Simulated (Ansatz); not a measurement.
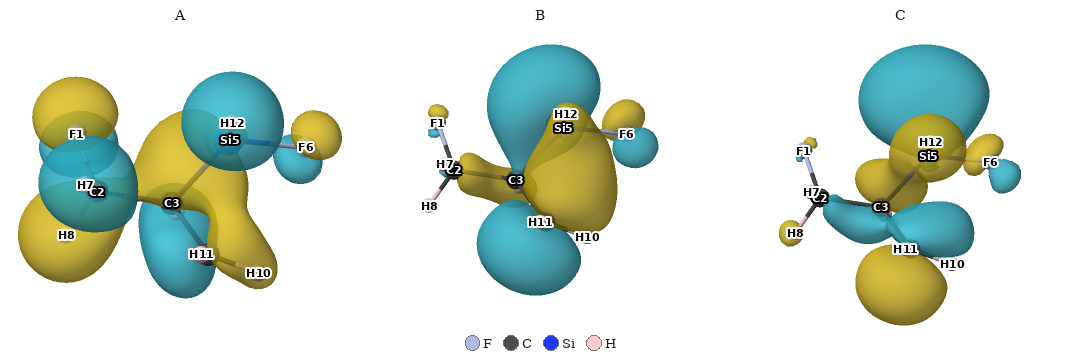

Figure 1: C3H6F2Si. Three frontier orbitals at ±0.08 Å⁻³ᐟ² (yellow and cyan are the two phases), in no order.

The calculation used Ansatz, SCF PBE0, Gaussian basis.

```xyz
12

F     1.4125   -1.2151    1.5643
C     1.3826   -0.5962    0.3527
C    -0.0349   -0.5071   -0.0942
C    -0.3429    0.3701   -1.2415
Si   -1.1306    0.4812    0.8872
F    -2.6821    0.2562    0.5358
H     1.8683    0.3805    0.4579
H     1.9735   -1.1994   -0.3442
H    -0.3843   -1.5312   -0.2092
H    -1.3045    0.2743   -1.7376
H     0.0732    1.3718   -1.2855
H    -0.8308    1.9149    1.1143
```

Which picture is the HOMO−1, the HOMO and the LUMO?

A is the HOMO−1 (−9.66 eV). It lies mainly on F1 (about 20 %), C2 (about 15 %), C3 (about 15 %), Si5 (about 10 %), H7 (about 10 %) and H8 (about 10 %). B is the HOMO (−5.92 eV). By Hirshfeld shares it lies mainly on Si5 (about 35 %), C4 (about 35 %) and C3 (about 10 %). C is the LUMO (−1.85 eV). Its weight (Hirshfeld) is mainly on Si5 (about 50 %), C4 (about 20 %), C3 (about 10 %) and H12 (about 5 %).

What is the HOMO–LUMO gap?

4.07 eV between the orbital energies.
